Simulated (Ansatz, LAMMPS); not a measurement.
# Mg2+ TFSI- in gamma-butyrolactone at 470 K (110 atoms) in motion, part 2 of 2

How do the atoms of Mg2+ TFSI- in gamma-butyrolactone at 470 K (110 atoms) move, and what local order do they keep?

Ansatz 0.2.0; Kohn-Sham DFT, PBE+D4, PAW (set soft_2), plane waves.

The cell: 4 N, 8 S, 24 O, 24 C, 24 F, 24 H and 2 Mg. The network of contacts between molecules at the start is that of the classical potential that made the cell. The density was typed from a rule of thumb and may lie off the real one at this temperature. Only the Γ point is sampled, in a cell whose shortest periodic width is 12 Å.

So far. Step 3 (Dynamics started at 470 K): Over the second half of 130 fs the temperature averages 585 K with swings of 25 K r.m.s. The conserved energy stays within 0.06 meV/atom. From first frame to last H has the largest mean square displacement, 1.3 Å² at the end; the farthest move is 2.03 Å. The mean temperature of 585 K lies well off the 470 K of the input: without a thermostat, the energy that the start releases heats the cell. The run spans 0.13 ps, too short for its means to be equilibrium values.

## Step 5: Single point at the last frame

The last frame is solved again with fuller output, to read the electronic structure of a thermally displaced geometry.

input.yaml reads:

```yaml
crystal:
  lattice:
    - [11.87194, 0.0, 0.0]
    - [0.0, 11.87194, 0.0]
    - [0.0, 0.0, 11.87194]
  atoms:
    - { symbol: "N", position: [0.98086, 0.44549, 0.23056] }
    - { symbol: S, position: [0.92098, 0.39497, 0.12116] }
    - { symbol: O, position: [0.82648, 0.46367, 0.10356] }
    - { symbol: O, position: [0.91433, 0.27348, 0.11477] }
    [... 100 atom lines left out ...]
    - { symbol: H, position: [0.581, 0.46445, 0.08771] }
    - { symbol: H, position: [0.46948, 0.37878, 0.05256] }
    - { symbol: H, position: [0.5755, 0.21054, 0.13594] }
    - { symbol: H, position: [0.65464, 0.30763, 0.22623] }
    - { symbol: Mg, position: [0.19295, 0.24108, 0.4044] }
    - { symbol: Mg, position: [0.42094, 0.98232, 0.734] }
kpoints:
  mp_grid: { grid: [1, 1, 1] }
hamiltonian:
  xc: pbe
  dispersion: d4
scf:
  occupations: { method: fermi_dirac, width: 0.025 }
output:
  forces: true
  stress: true
  populations: true
  dos:
    method: { smearing: { sigma: 0.08 } }
    de: 0.1
    projected: { site_lists: { C: [C], F: [F], H: [H], Mg: [Mg], "N": ["N"] } }
  eigenvalues: true
  write_density: true
  write_potential: true
  volumetric_format: npy
```

Command:

```sh
ansatz run input.yaml --threads 4 --pin off --max-ram 8192MiB --backend cpu --events-out ev --progress --plain --runs-dir out
```

Elapsed: 21 s, on 4 threads of Intel Xeon 6975P-C (Granite Rapids), shared host; peak memory 2.2 GiB; 77 s of CPU time.

The program notes that the exchange-correlation potential is rough where the density is thin.

The run gave:

```yaml
free_energy: -51996.7892 eV
free_energy_per_atom: -472.6981 eV/atom
scf_cycles: 10
pressure: -0.2174 GPa
r_m_s_force_component: 1.239 eV/Å
longest_force: 7.399 eV/Å
fermi_energy: 1.302 eV
spacing_of_highest_filled_and_lowest_empty_level: 3.998 eV
spilling_of_the_projection: 0.01472
```

Neighbours are counted within 1.85 Å (C-C), 1.62 Å (C-F), 1.34 Å (C-H), 1.73 Å (C-O), 2.21 Å (C-S), 1.98 Å (O-S), 2.75 Å (O-Mg), 2.12 Å (S-N), the cutoffs taken from the dynamics.

Length of the force by element and coordination:

```csv
element,coordination,atoms,mean length of the force (eV/Å),spread,least,most
C,all,24,2.07,1.10,0.461,4.33
C,3,4,2.74,1.22,0.685,3.79
C,4,20,1.93,1.02,0.461,4.33
F,all,24,1.29,0.530,0.474,2.78
H,all,24,1.20,0.454,0.498,2.17
Mg,all,2,0.518,0.285,0.233,0.802
N,all,4,2.22,1.30,0.582,3.53
O,all,24,1.91,1.42,0.355,7.16
O,1,8,1.88,1.13,0.461,3.35
O,2,16,1.92,1.55,0.355,7.16
S,all,8,3.53,1.86,1.57,7.40
```

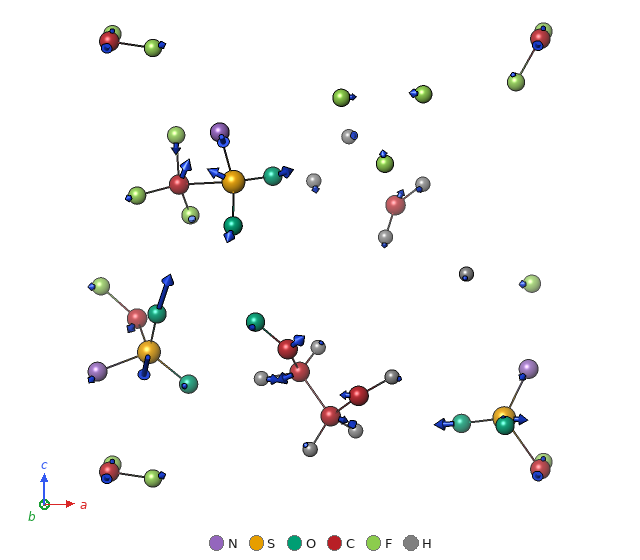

Forces as arrows; the longest in the cell is 7.40 eV/Å. Drawn is a slice 4 Å thick, seen along the normal of the ac plane. Bonds to atoms that aren't drawn are left out.

Löwdin charges by element and coordination (they lack the spilled electrons, 0.070 e an atom on average):

```csv
element,coordination,atoms,mean charge (e),spread,least,most
C,all,24,0.214,0.450,-0.344,0.719
C,3,4,0.607,0.0079,0.598,0.619
C,4,20,0.136,0.454,-0.344,0.719
F,all,24,-0.206,0.0301,-0.276,-0.155
H,all,24,0.225,0.0199,0.192,0.282
Mg,all,2,1.62,0.0069,1.61,1.62
N,all,4,-0.889,0.0228,-0.915,-0.854
O,all,24,-0.628,0.196,-0.832,-0.223
O,1,8,-0.714,0.0125,-0.729,-0.693
O,2,16,-0.586,0.229,-0.832,-0.223
S,all,8,2.19,0.0425,2.12,2.25
```

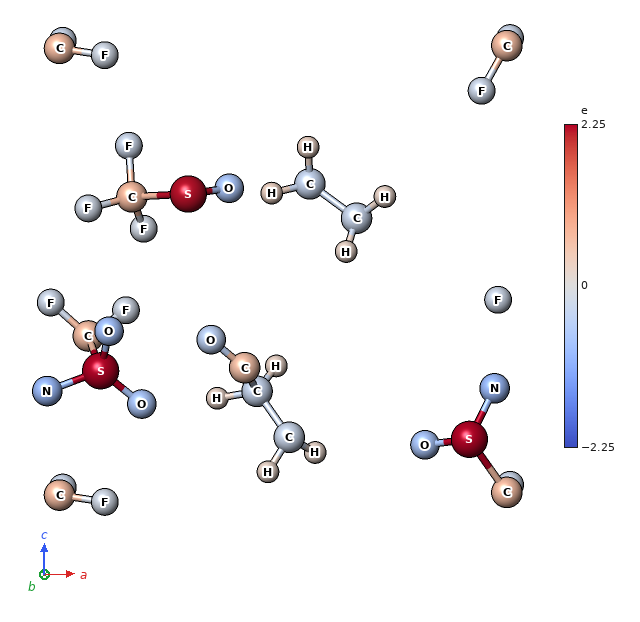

Atoms coloured by Löwdin charge. Drawn is a slice 4 Å thick, seen along the normal of the ac plane. Bonds to atoms that aren't drawn are left out.

Density of states as counts of states in windows of 1 eV (from the Fermi level), total and the larger projections:

```csv
from (eV),to (eV),total,F p,C p,H s,C s
-18,-17,0.0,0.0,0.0,0.0,0.0
-17,-16,2.0,0.0,0.4,0.3,1.1
-16,-15,8.0,0.2,1.3,1.0,3.5
-15,-14,13.0,2.1,0.9,0.5,2.8
-14,-13,14.5,3.7,0.8,0.9,3.8
-13,-12,5.0,1.8,0.5,0.1,0.4
-12,-11,20.4,6.7,4.9,1.5,2.2
-11,-10,32.7,16.3,6.4,0.6,0.9
-10,-9,22.6,5.1,3.3,0.7,0.9
-9,-8,23.7,2.0,6.3,1.7,0.3
-8,-7,48.9,26.0,3.5,1.3,0.5
-7,-6,60.5,33.5,8.9,3.2,0.2
-6,-5,43.5,20.9,7.0,1.6,0.2
-5,-4,48.4,5.9,9.2,2.8,0.4
-4,-3,32.7,2.0,3.3,1.9,0.5
-3,-2,23.5,0.9,1.7,0.4,0.4
-2,-1,0.8,0.0,0.0,0.0,0.0
-1,1,0.0,0.0,0.0,0.0,0.0
1,2,1.3,0.1,0.2,0.0,0.2
2,3,10.0,0.3,3.5,0.7,0.6
3,4,25.2,1.1,4.7,1.7,1.7
4,5,30.8,1.7,6.5,2.4,1.8
```

The curve was stored every 0.10 eV, coarse against its broadening of 0.08 eV, so these counts are rough.

Between -26 and -18 eV lie 62 more states.

The stored curve holds about 462 of the 520 electrons; the rest, give or take the few that broadening carries across the Fermi level, lie in deeper levels below its range.

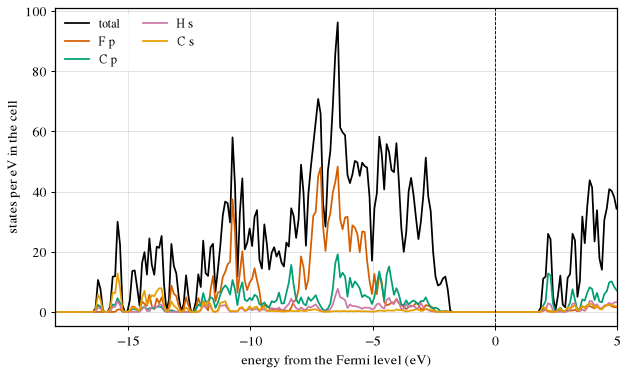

Total and projected density of states, with the broadening of the input.

Not all projections were asked for or kept, so they needn't add up to the total.

The levels nearest the highest filled one (over half full), pooled over k-points and spins:

```csv
level less the highest filled one (eV),occupation
-0.668,2
-0.597,2
-0.580,2
-0.393,2
-0.180,2
0,2
4.00,0
4.17,0
4.20,0
4.28,0
4.65,0
5.00,0
```

Mean Löwdin charges: C +0.21, F -0.21, H +0.22, Mg +1.62, N -0.89, O -0.63 e (they miss 1.5 % of the electrons, so they add up to more than the cell's charge).

## Step 6: Results

```json
{"mean temperature, second half": "584.5 K", "temperature swing, second half": "24.62 K", "slope of the conserved energy against time, by least squares": "0.0132 meV/atom/ps", "free energy per atom": "-472.6981 eV/atom", "pressure": "-0.2174 GPa", "r.m.s. force component": "1.239 eV/Å", "gap (highest filled to lowest empty level)": "3.998 eV", "wall time of the 3 DFT runs": "35 min"}
```

Over the second half of 130 fs the temperature averages 585 K with swings of 25 K r.m.s. The conserved energy stays within 0.06 meV/atom. The mean temperature of 585 K lies well off the 470 K of the input: without a thermostat, the energy that the start releases heats the cell. The run spans 0.13 ps, too short for its means to be equilibrium values. With the cutoffs above, 83 % of C atoms have 4, all F atoms have 1, all H atoms have 1 and all Mg atoms have 6 bonded neighbours. The highest filled and lowest empty levels differ by 4.00 eV (at Γ alone); a semilocal functional tends to put such gaps too low. In a disordered cell it changes from sample to sample and from frame to frame.

**Limits.** The network of contacts between molecules at the start is that of the classical potential that made the cell; DFT moved the atoms only locally, and no bond changed. The pressure of a single frame lacks the kinetic term, about 0.53 GPa here.

[Logs are printed without paths, hosts, clocks, repeated set-up lines and the standing remarks that a program may print on its own settings, such as how far it seeks lower states.]

[Hosts, paths, dates, database ids (printed as entryN), source tags and the programs' standing remarks are cut or masked in the printed files.]
